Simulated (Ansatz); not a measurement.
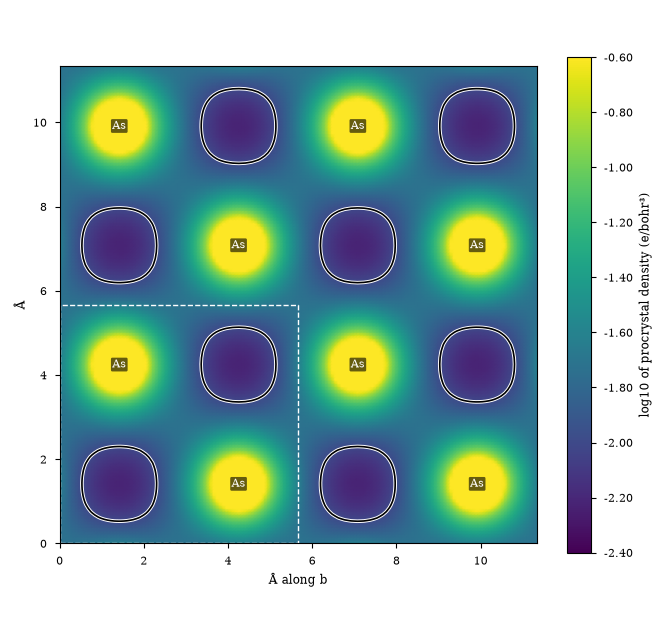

Procrystal electron density of GaAs in space group F-43m, computed on the section x = 0.250 (parallel to b and c; the dashed line is one cell). It is the sum of the densities of spherically averaged neutral Hartree-Fock atoms, not a self-consistent density. The black line is the 0.01 e/bohr³ contour that bounds the voids. The usual level for crystal voids is 0.002 e/bohr³; this crystal has almost no region below it, so a higher level is used, which marks the interstitial space of lowest density.

The cell is taken from a calculation's input that goes back to an entry of the Crystallography Open Database (an earlier step may have relaxed or displaced it).

```
Ga As
1.0
     5.66617    0.00000    0.00000
     0.00000    5.66617    0.00000
     0.00000    0.00000    5.66617
Ga As
4 4
Direct
  0.00000 0.00000 0.00000
  0.00000 0.50000 0.50000
  0.50000 0.00000 0.50000
  0.50000 0.50000 0.00000
  0.25000 0.25000 0.75000
  0.25000 0.75000 0.25000
  0.75000 0.25000 0.25000
  0.75000 0.75000 0.75000
```

> What share of the cell is void by this measure?

The voids take about 17 % of the cell (30 Å³ of 181.9 Å³) and are bounded by about 95 Å² of surface per cell.

> What shape does the empty space take in three dimensions?

Where they connect, they form a three-dimensional network.

> How low does the density fall, and where?

To about 0.006 e/bohr³ near 0.25, 0.25, 0.25 (fractional), 2.5 Å from the nearest nucleus.

> At what density do the voids first join through the crystal?

At about 0.0079 e/bohr³, as a three-dimensional network.
